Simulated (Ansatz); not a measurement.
# SiH4 with AsH3: superposition error and deformation

Aim: split the binding of a pair into the counterpoise interaction, the basis-set superposition error and the cost of deforming the fragments.

Method: PBE0-D4 structures, single points in def2-TZVPPD; program: Ansatz 0.2.0, Gaussian basis.

Levels: PBE-D4, revPBE-D4, BLYP-D4, r2SCAN-D4, B97M-V, PBE0-D4, B3LYP-D4, HSE06-D4, wB97X-V, wB97M-V, B2PLYP, Hartree-Fock, MP2, CCSD, CCSD(T).

Cores are frozen in the correlated methods. Filled d shells of the heavier atoms are correlated. B3LYP uses VWN-RPA correlation. B2PLYP carries no dispersion term here.

129 further runs of the same task are left out: 129 set aside as unsound or not needed. Runs told in other sessions of the task aren't counted.

### 1 Where the work starts

The relaxed pair: 9 atoms, charge 0, spin multiplicity 1.

Atoms are counted from 1 here; the program's logs count them from 0.

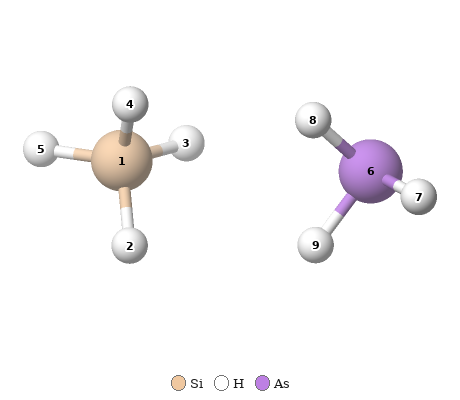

As it starts; silicon light orange, hydrogen white, arsenic purple; atoms are numbered from 1 in the order of the file.

Geometry (Å):

```
Si   -0.0300    0.0670   -1.7737
H    -0.9264    1.1678   -1.3392
H    -0.4108   -1.1858   -1.0721
H     1.3752    0.4110   -1.4406
H    -0.1591   -0.1297   -3.2400
As   -0.1193   -0.6942    2.2933
H     0.1849    0.2548    3.4437
H     1.1002   -0.2223    1.5146
H    -1.0147    0.3315    1.6139
```

Atoms 1 to 5 are fragment A (SiH4), the rest fragment B (AsH3). From earlier runs, pair energy (eV) and counterpoise interaction (meV):

| method | E(pair) | interaction |
| --- | --- | --- |
| PBE-D4 | -68818.81249 | -57 |
| revPBE-D4 | -68826.40612 | -50 |
| BLYP-D4 | -68833.58411 | -44 |
| r2SCAN-D4 | -68831.38396 | -35 |
| B97M-V | -68819.31971 | -39 |
| PBE0-D4 | -68821.59666 | -51 |
| B3LYP-D4 | -68834.88506 | -48 |
| HSE06-D4 | -68821.42040 | -51 |
| wB97X-V | -68825.66680 | -41 |
| wB97M-V | -68827.65744 | -40 |
| B2PLYP | -68818.83103 | 3 |
| Hartree-Fock | -68768.31239 | 38 |
| MP2 | -68780.18310 | -34 |
| CCSD(T) | -68781.84960 | -32 |

First each fragment is run alone in its own basis, frozen in the shape it has in the pair (a, b).

### 2 PBE-D4/def2-TZVPPD

File a/in.yaml:

```yaml
crystal:
  periodic: [false, false, false]
  atoms:
    - {symbol: Si, position_ang: [-0.029998, 0.066998, -1.773703]}
    - {symbol: H, position_ang: [-0.926359, 1.167753, -1.339193]}
    - {symbol: H, position_ang: [-0.410804, -1.185813, -1.072144]}
    - {symbol: H, position_ang: [1.375160, 0.411013, -1.440561]}
    - {symbol: H, position_ang: [-0.159060, -0.129744, -3.239993]}
basis:
  gaussian: {orbitals: "def2-TZVPPD.json"}
hamiltonian: {xc: pbe, dispersion: d4}
```

File b/in.yaml:

```yaml
crystal:
  periodic: [false, false, false]
  atoms:
    - {symbol: As, position_ang: [-0.119270, -0.694166, 2.293325]}
    - {symbol: H, position_ang: [0.184877, 0.254762, 3.443728]}
    - {symbol: H, position_ang: [1.100219, -0.222317, 1.514552]}
    - {symbol: H, position_ang: [-1.014667, 0.331513, 1.613891]}
basis:
  gaussian: {orbitals: "def2-TZVPPD.json"}
hamiltonian: {xc: pbe, dispersion: d4}
```

The basis file named in the input lies beside it (Basis Set Exchange, JSON).

One command serves all of them, each in its own folder.

The run is started by

```sh
ansatz run in.yaml --threads 4 --pin off --events-out ev --progress --plain --max-ram 9574MiB
```

Log of a:

```text
Functional definition: PBE
  name "PBE"
  cite "Perdew, Burke & Ernzerhof, Phys. Rev. Lett. 77, 3865 (1996) doi:10.1103/PhysRevLett.77.3865"
  parent pbe
  parameter kappa = 0.804
  parameter beta = 0.06672455060314922
  exchange = pbe_x(kappa = kappa, mu = beta*pi^2/3)
  correlation = pbe_c(beta = beta)
541 factors; their error is unknown
mean field evaluation 1: about -7937.3207 eV, gradient 1.4e1 eV
mean field evaluation 2: about -7937.9295 eV, gradient 8.0e0 eV
mean field evaluation 4: about -7938.1699 eV, gradient 1.4e-1 eV
mean field evaluation 8: about -7938.1559 eV, gradient 2.7e-1 eV
mean field -7938.15600707 eV, -291.7218525845 hartree, gradient 4.8e-5 eV, S^2 0.000000; 0 other end points of the search recorded, 0 dependent functions left out
reference -7938.15604146 eV, -291.7218538483 hartree; 9, 9 occupied and 107, 107 virtual orbitals, 541 factors
Total energy: -7938.19838249 eV, -291.7234098523 hartree
```

Output in b, cut to the lines that bear on the results:

```text
[... 4 set-up lines as earlier in the session ...]
[...]
584 factors; their error is unknown
[...]
mean field -60880.52086544 eV, -2237.3178755056 hartree, gradient 3.7e-5 eV, S^2 0.000000; 0 other end points of the search recorded, 0 dependent functions left out
reference -60880.52089491 eV, -2237.3178765889 hartree; 18, 18 occupied and 87, 87 virtual orbitals, 584 factors
Total energy: -60880.55411708 eV, -2237.3190974811 hartree
```

They took 0.4 s (a), 0.35 s (b) on 4 threads of Arm Neoverse V1, shared host.

### 3 r2SCAN-D4/def2-TZVPPD

The same edit goes into each in.yaml of step 2 (a, b):

```diff
-hamiltonian: {xc: pbe, dispersion: d4}
+hamiltonian: {xc: r2scan, dispersion: d4}
```

The same command starts each run, in its folder.

The run is started by

```sh
ansatz run in.yaml --threads 4 --pin off --events-out ev --progress --plain --max-ram 9574MiB
```

Output in a, cut to the lines that bear on the results:

```text
Functional definition: r2SCAN
  name "r2SCAN"
  cite "Furness, Kaplan, Ning, Perdew & Sun, J. Phys. Chem. Lett. 11, 8208 (2020) doi:10.1021/acs.jpclett.0c02405"
  cite "Furness, Kaplan, Ning, Perdew & Sun, J. Phys. Chem. Lett. 11, 9248 (2020) doi:10.1021/acs.jpclett.0c03077"
  parent r2scan
[...]
541 factors; their error is unknown
[...]
mean field -7941.75975018 eV, -291.8542877011 hartree, gradient 1.5e-5 eV, S^2 0.000000; 0 other end points of the search recorded, 0 dependent functions left out
reference -7941.75976055 eV, -291.8542880821 hartree; 9, 9 occupied and 107, 107 virtual orbitals, 541 factors
Total energy: -7941.76933009 eV, -291.8546397562 hartree
```

b printed, cut to the lines that bear on the results:

```text
[... 5 set-up lines as earlier in the session ...]
[...]
584 factors; their error is unknown
[...]
mean field -60889.56855862 eV, -2237.6503720973 hartree, gradient 3.1e-5 eV, S^2 0.000000; 0 other end points of the search recorded, 0 dependent functions left out
reference -60889.56856679 eV, -2237.6503723977 hartree; 18, 18 occupied and 87, 87 virtual orbitals, 584 factors
Total energy: -60889.57581202 eV, -2237.6506386547 hartree
```

They took 0.8 s (a), 0.9 s (b) on 4 threads of Arm Neoverse V1, shared host.

### 4 PBE0-D4/def2-TZVPPD

The same edit goes into each in.yaml of step 3 (a, b):

```diff
-hamiltonian: {xc: r2scan, dispersion: d4}
+hamiltonian: {xc: pbe0, dispersion: d4}
+output: {orbitals: {seedname: orbitals}}
```

Each run has its own folder and the same command.

The run is started by

```sh
ansatz run in.yaml --threads 4 --pin off --events-out ev --progress --plain --max-ram 9574MiB
```

Log of a, cut to the lines that bear on the results:

```text
Functional definition: PBE0
  name "PBE0"
  cite "Adamo & Barone, J. Chem. Phys. 110, 6158 (1999) doi:10.1063/1.478522"
[... 2 set-up lines as earlier in the session ...]
[...]
558 factors; their error is unknown
[...]
mean field -7939.10415955 eV, -291.7566965454 hartree, gradient 7.6e-5 eV, S^2 0.000000; 0 other end points of the search recorded, 0 dependent functions left out
reference -7939.10418550 eV, -291.7566974989 hartree; 9, 9 occupied and 107, 107 virtual orbitals, 558 factors
Total energy: -7939.13876719 eV, -291.7579683527 hartree
```

Output in b, cut to the lines that bear on the results:

```text
[... 5 set-up lines as earlier in the session ...]
[...]
614 factors; their error is unknown
[...]
mean field -60882.37616969 eV, -2237.3860566795 hartree, gradient 3.7e-5 eV, S^2 0.000000; 0 other end points of the search recorded, 0 dependent functions left out
reference -60882.37619264 eV, -2237.3860575228 hartree; 18, 18 occupied and 87, 87 virtual orbitals, 614 factors
Total energy: -60882.40327455 eV, -2237.3870527647 hartree
```

Times: 0.4 s (a), 0.5 s (b) on 4 threads of Arm Neoverse V1, shared host.

### 5 B3LYP-D4/def2-TZVPPD

The same edit goes into each in.yaml of step 4 (a, b):

```diff
-hamiltonian: {xc: pbe0, dispersion: d4}
-output: {orbitals: {seedname: orbitals}}
+hamiltonian: {xc: {name: B3LYP}, dispersion: d4}
```

One command serves all of them, each in its own folder.

The run is started by

```sh
ansatz run in.yaml --threads 4 --pin off --events-out ev --progress --plain --max-ram 9574MiB
```

Log of a, cut to the lines that bear on the results:

```text
Functional definition: B3LYP
  name "B3LYP"
  cite "Stephens, Devlin, Chabalowski & Frisch, J. Phys. Chem. 98, 11623 (1994) doi:10.1021/j100096a001"
  cite "Becke, Phys. Rev. A 38, 3098 (1988) doi:10.1103/PhysRevA.38.3098"
  cite "Lee, Yang & Parr, Phys. Rev. B 37, 785 (1988) doi:10.1103/PhysRevB.37.785"
  cite "Vosko, Wilk & Nusair, Can. J. Phys. 58, 1200 (1980) doi:10.1139/p80-159"
[...]
551 factors; their error is unknown
[...]
mean field -7943.47309267 eV, -291.9172518762 hartree, gradient 8.4e-6 eV, S^2 0.000000; 0 other end points of the search recorded, 0 dependent functions left out
reference -7943.47330526 eV, -291.9172596886 hartree; 9, 9 occupied and 107, 107 virtual orbitals, 551 factors
Total energy: -7943.54197091 eV, -291.9197831048 hartree
```

Output in b, cut to the lines that bear on the results:

```text
[... 6 set-up lines as earlier in the session ...]
[...]
609 factors; their error is unknown
[...]
mean field -60891.23718962 eV, -2237.7116931555 hartree, gradient 3.9e-5 eV, S^2 0.000000; 0 other end points of the search recorded, 0 dependent functions left out
reference -60891.23738172 eV, -2237.7117002153 hartree; 18, 18 occupied and 87, 87 virtual orbitals, 609 factors
Total energy: -60891.29170337 eV, -2237.7136964989 hartree
```

Wall times: 0.5 s (a), 0.55 s (b) on 4 threads of Arm Neoverse V1, shared host.

### 6 wB97X-V/def2-TZVPPD

Each input of step 5 (a, b) changes in the same lines:

```diff
-hamiltonian: {xc: {name: B3LYP}, dispersion: d4}
+hamiltonian: {xc: {name: wB97X-V}}
```

Each run has its own folder and the same command.

The run is started by

```sh
ansatz run in.yaml --threads 4 --pin off --events-out ev --progress --plain --max-ram 9574MiB
```

Log of a, cut to the lines that bear on the results:

```text
Functional definition: wB97X-V
  name "wB97X-V"
  cite "Mardirossian & Head-Gordon, Phys. Chem. Chem. Phys. 16, 9904 (2014) doi:10.1039/C3CP54374A"
  cite "Becke, J. Chem. Phys. 107, 8554 (1997) doi:10.1063/1.475007"
  cite "Vydrov & Van Voorhis, J. Chem. Phys. 133, 244103 (2010) doi:10.1063/1.3521275"
[...]
      + integral(e_c_pw_opposite_spin*poly(b97_u_opposite, cos0, cos1)) + vv10(b, c)
551 factors; their error is unknown
174 factors; integrals over basis functions are off by at most 1.2e-5 eV
[...]
mean field -7941.38364433 eV, -291.8404660660 hartree, gradient 6.3e-6 eV, S^2 0.000000; 0 other end points of the search recorded, 0 dependent functions left out
reference -7941.38364261 eV, -291.8404660026 hartree; 9, 9 occupied and 107, 107 virtual orbitals, 551 factors
Total energy: -7941.38364261 eV, -291.8404660026 hartree
```

Log of b, cut to the lines that bear on the results:

```text
[... 5 set-up lines as earlier in the session ...]
[...]
      + integral(e_c_pw_opposite_spin*poly(b97_u_opposite, cos0, cos1)) + vv10(b, c)
602 factors; their error is unknown
155 factors; integrals over basis functions are off by at most 1.8e-5 eV
[...]
mean field -60884.23909092 eV, -2237.4545177717 hartree, gradient 3.5e-5 eV, S^2 0.000000; 0 other end points of the search recorded, 0 dependent functions left out
reference -60884.23908950 eV, -2237.4545177195 hartree; 18, 18 occupied and 87, 87 virtual orbitals, 602 factors
Total energy: -60884.23908950 eV, -2237.4545177195 hartree
```

Times: 1.3 s (a), 1.3 s (b) on 4 threads of Arm Neoverse V1, shared host.

### 7 wB97M-V/def2-TZVPPD

The same edit goes into each in.yaml of step 6 (a, b):

```diff
-hamiltonian: {xc: {name: wB97X-V}}
+hamiltonian: {xc: {name: wB97M-V}}
```

One command serves all of them, each in its own folder.

The run is started by

```sh
ansatz run in.yaml --threads 4 --pin off --events-out ev --progress --plain --max-ram 9574MiB
```

a printed, cut to the lines that bear on the results:

```text
Functional definition: wB97M-V
  name "wB97M-V"
  cite "Mardirossian & Head-Gordon, J. Chem. Phys. 144, 214110 (2016) doi:10.1063/1.4952647"
[... 2 set-up lines as earlier in the session ...]
  # Of w^i u^j: cxij and so on, Table III.
[...]
  gx(w, u) = 1 - cx + cx01*u + cx10*w
[...]
      + integral(e_c_pw_mod_opposite_spin*gos(b97_w_opposite, b97_u_opposite)) + vv10(b, c)
546 factors; their error is unknown
174 factors; integrals over basis functions are off by at most 1.2e-5 eV
[...]
mean field -7941.54605347 eV, -291.8464344916 hartree, gradient 6.5e-6 eV, S^2 0.000000; 0 other end points of the search recorded, 0 dependent functions left out
reference -7941.54609626 eV, -291.8464360643 hartree; 9, 9 occupied and 107, 107 virtual orbitals, 546 factors
Total energy: -7941.54609626 eV, -291.8464360643 hartree
```

Output in b, cut to the lines that bear on the results:

```text
[... 5 set-up lines as earlier in the session ...]
  # Of w^i u^j: cxij and so on, Table III.
[...]
  gx(w, u) = 1 - cx + cx01*u + cx10*w
[...]
      + integral(e_c_pw_mod_opposite_spin*gos(b97_w_opposite, b97_u_opposite)) + vv10(b, c)
595 factors; their error is unknown
155 factors; integrals over basis functions are off by at most 1.8e-5 eV
[...]
mean field -60886.06667474 eV, -2237.5216802384 hartree, gradient 3.7e-5 eV, S^2 0.000000; 0 other end points of the search recorded, 0 dependent functions left out
reference -60886.06670974 eV, -2237.5216815245 hartree; 18, 18 occupied and 87, 87 virtual orbitals, 595 factors
Total energy: -60886.06670974 eV, -2237.5216815245 hartree
```

Wall times: 1.3 s (a), 1.4 s (b) on 4 threads of Arm Neoverse V1, shared host.

### 8 B2PLYP/def2-TZVPPD

The same edit goes into each in.yaml of step 7 (a, b):

```diff
-hamiltonian: {xc: {name: wB97M-V}}
+hamiltonian: {xc: {name: B2PLYP}}
```

One command serves all of them, each in its own folder.

The run is started by

```sh
ansatz run in.yaml --threads 4 --pin off --events-out ev --progress --plain --max-ram 9574MiB
```

a printed, cut to the lines that bear on the results:

```text
Functional definition: B2PLYP
  name "B2PLYP"
  cite "Grimme, J. Chem. Phys. 124, 034108 (2006) doi:10.1063/1.2148954"
[... 2 set-up lines as earlier in the session ...]
[...]
630 factors; integrals over basis functions are off by at most 7.5e-4 eV
[...]
mean field -7937.89993683 eV, -291.7124421767 hartree, gradient 5.2e-6 eV, S^2 0.000000; 0 other end points of the search recorded, 0 dependent functions left out
5 core orbitals not correlated: weight in the atoms' cores, before any rotation towards them, 1.000 or more for the frozen orbitals, at most 0.000 for the correlated occupied ones
reference -7937.90007307 eV, -291.7124471836 hartree; 4, 4 occupied and 107, 107 virtual orbitals, 630 factors
second order -4.79978516 eV of doubles, -0.00000000 eV of singles
Total energy: -7939.19601507 eV, -291.7600721734 hartree
```

b printed, cut to the lines that bear on the results:

```text
[... 5 set-up lines as earlier in the session ...]
[...]
602 factors; integrals over basis functions are off by at most 5.1e-4 eV
[...]
mean field -60877.06292908 eV, -2237.1907986883 hartree, gradient 9.6e-6 eV, S^2 0.000000; 0 other end points of the search recorded, 0 dependent functions left out
9 core orbitals not correlated: weight in the atoms' cores, before any rotation towards them, 1.000 or more for the frozen orbitals, at most 0.000 for the correlated occupied ones
reference -60877.06305406 eV, -2237.1908032813 hartree; 9, 9 occupied and 87, 87 virtual orbitals, 602 factors
second order -9.50649868 eV of doubles, -0.00000000 eV of singles
Total energy: -60879.62980870 eV, -2237.2851297746 hartree
```

Times: 0.7 s (a), 0.75 s (b) on 4 threads of Arm Neoverse V1, shared host.

### 9 BLYP-D4/def2-TZVPPD

Each input of step 8 (a, b) changes in the same lines:

```diff
-hamiltonian: {xc: {name: B2PLYP}}
+hamiltonian: {xc: {name: BLYP}, dispersion: d4}
```

One command serves all of them, each in its own folder.

The run is started by

```sh
ansatz run in.yaml --threads 4 --pin off --events-out ev --progress --plain --max-ram 9574MiB
```

Log of a, cut to the lines that bear on the results:

```text
Functional definition: BLYP
  name "BLYP"
[... 2 set-up lines as earlier in the session ...]
[...]
541 factors; their error is unknown
[...]
mean field -7942.32724298 eV, -291.8751426767 hartree, gradient 2.7e-5 eV, S^2 0.000000; 0 other end points of the search recorded, 0 dependent functions left out
reference -7942.32752752 eV, -291.8751531335 hartree; 9, 9 occupied and 107, 107 virtual orbitals, 541 factors
Total energy: -7942.42594141 eV, -291.8787697771 hartree
```

Log of b, cut to the lines that bear on the results:

```text
[... 4 set-up lines as earlier in the session ...]
[...]
584 factors; their error is unknown
[...]
mean field -60891.03228277 eV, -2237.7041629679 hartree, gradient 2.0e-5 eV, S^2 0.000000; 0 other end points of the search recorded, 0 dependent functions left out
reference -60891.03253135 eV, -2237.7041721030 hartree; 18, 18 occupied and 87, 87 virtual orbitals, 584 factors
Total energy: -60891.11019254 eV, -2237.7070260991 hartree
```

Times: 0.45 s (a), 0.5 s (b) on 4 threads of Arm Neoverse V1, shared host.

### 10 revPBE-D4/def2-TZVPPD

The same edit goes into each in.yaml of step 9 (a, b):

```diff
-hamiltonian: {xc: {name: BLYP}, dispersion: d4}
+hamiltonian: {xc: {name: revPBE}, dispersion: d4}
```

Each run has its own folder and the same command.

The run is started by

```sh
ansatz run in.yaml --threads 4 --pin off --events-out ev --progress --plain --max-ram 9574MiB
```

Log of a, cut to the lines that bear on the results:

```text
Functional definition: revPBE
  name "revPBE"
  cite "Zhang & Yang, Phys. Rev. Lett. 80, 890 (1998) doi:10.1103/PhysRevLett.80.890"
[... 1 set-up line as earlier in the session ...]
[...]
541 factors; their error is unknown
[...]
mean field -7940.97642575 eV, -291.8255010592 hartree, gradient 5.7e-5 eV, S^2 0.000000; 0 other end points of the search recorded, 0 dependent functions left out
reference -7940.97646930 eV, -291.8255026596 hartree; 9, 9 occupied and 107, 107 virtual orbitals, 541 factors
Total energy: -7941.13084038 eV, -291.8311756923 hartree
```

b printed, cut to the lines that bear on the results:

```text
[... 4 set-up lines as earlier in the session ...]
[...]
584 factors; their error is unknown
[...]
mean field -60885.10045497 eV, -2237.4861723168 hartree, gradient 1.2e-5 eV, S^2 0.000000; 0 other end points of the search recorded, 0 dependent functions left out
reference -60885.10049135 eV, -2237.4861736536 hartree; 18, 18 occupied and 87, 87 virtual orbitals, 584 factors
Total energy: -60885.22177327 eV, -2237.4906306821 hartree
```

Wall times: 0.4 s (a), 0.4 s (b) on 4 threads of Arm Neoverse V1, shared host.

### 11 B97M-V/def2-TZVPPD

The same edit goes into each in.yaml of step 10 (a, b):

```diff
-hamiltonian: {xc: {name: revPBE}, dispersion: d4}
+hamiltonian: {xc: {name: B97M-V}}
```

Each run has its own folder and the same command.

The run is started by

```sh
ansatz run in.yaml --threads 4 --pin off --events-out ev --progress --plain --max-ram 9574MiB
```

a printed, cut to the lines that bear on the results:

```text
Functional definition: B97M-V
  name "B97M-V"
  cite "Mardirossian & Head-Gordon, J. Chem. Phys. 142, 074111 (2015) doi:10.1063/1.4907719"
[... 2 set-up lines as earlier in the session ...]
  # Of w^i u^j: cxij and so on, Table III.
[...]
  gx(w, u) = cx00 + cx01*u + cx02*u^2 + (cx10 + cx11*u)*w
[...]
  gos(w, u) = cos00 + cos01*u + cos03*u^3 + cos10*w + cos32*w^3*u^2
[...]
      + integral(e_c_pw_mod_opposite_spin*gos(b97_w_opposite, b97_u_opposite)) + vv10(b, c)
541 factors; their error is unknown
[...]
mean field -7940.58738130 eV, -291.8112039395 hartree, gradient 1.4e-5 eV, S^2 0.000000; 0 other end points of the search recorded, 0 dependent functions left out
reference -7940.58743287 eV, -291.8112058344 hartree; 9, 9 occupied and 107, 107 virtual orbitals, 541 factors
Total energy: -7940.58743287 eV, -291.8112058344 hartree
```

Output in b, cut to the lines that bear on the results:

```text
[... 5 set-up lines as earlier in the session ...]
  # Of w^i u^j: cxij and so on, Table III.
[...]
  gx(w, u) = cx00 + cx01*u + cx02*u^2 + (cx10 + cx11*u)*w
[...]
  gos(w, u) = cos00 + cos01*u + cos03*u^3 + cos10*w + cos32*w^3*u^2
[...]
      + integral(e_c_pw_mod_opposite_spin*gos(b97_w_opposite, b97_u_opposite)) + vv10(b, c)
584 factors; their error is unknown
[...]
mean field -60878.68953012 eV, -2237.2505751740 hartree, gradient 3.1e-5 eV, S^2 0.000000; 0 other end points of the search recorded, 0 dependent functions left out
reference -60878.68957252 eV, -2237.2505767321 hartree; 18, 18 occupied and 87, 87 virtual orbitals, 584 factors
Total energy: -60878.68957252 eV, -2237.2505767321 hartree
```

Wall times: 1.4 s (a), 1.4 s (b) on 4 threads of Arm Neoverse V1, shared host.

### 12 HSE06-D4/def2-TZVPPD

Each input of step 11 (a, b) changes in the same lines:

```diff
-hamiltonian: {xc: {name: B97M-V}}
+hamiltonian: {xc: hse06, dispersion: d4}
```

Each run has its own folder and the same command.

The run is started by

```sh
ansatz run in.yaml --threads 4 --pin off --events-out ev --progress --plain --max-ram 9574MiB
```

Log of a, cut to the lines that bear on the results:

```text
Functional definition: HSE06
  name "HSE06"
  cite "Heyd, Scuseria & Ernzerhof, J. Chem. Phys. 118, 8207 (2003) doi:10.1063/1.1564060"
  cite "Krukau, Vydrov, Izmaylov & Scuseria, J. Chem. Phys. 125, 224106 (2006) doi:10.1063/1.2404663"
  cite "Heyd & Scuseria, J. Chem. Phys. 120, 7274 (2004) doi:10.1063/1.1668634"
  cite "Ernzerhof & Perdew, J. Chem. Phys. 109, 3313 (1998) doi:10.1063/1.476928"
[...]
558 factors; their error is unknown
66 factors; integrals over basis functions are off by at most 3.1e-6 eV
[...]
mean field -7938.90199627 eV, -291.7492671821 hartree, gradient 8.2e-5 eV, S^2 0.000000; 0 other end points of the search recorded, 0 dependent functions left out
reference -7938.90203084 eV, -291.7492684522 hartree; 9, 9 occupied and 107, 107 virtual orbitals, 558 factors
Total energy: -7938.93375075 eV, -291.7504341375 hartree
```

Log of b, cut to the lines that bear on the results:

```text
[... 6 set-up lines as earlier in the session ...]
[...]
614 factors; their error is unknown
56 factors; integrals over basis functions are off by at most 3.3e-6 eV
[...]
mean field -60882.40727828 eV, -2237.3871998991 hartree, gradient 9.7e-6 eV, S^2 0.000000; 0 other end points of the search recorded, 0 dependent functions left out
reference -60882.40730885 eV, -2237.3872010225 hartree; 18, 18 occupied and 87, 87 virtual orbitals, 614 factors
Total energy: -60882.43221574 eV, -2237.3881163336 hartree
```

Times: 0.5 s (a), 0.6 s (b) on 4 threads of Arm Neoverse V1, shared host.

(Part 1 of 3 ends here.)
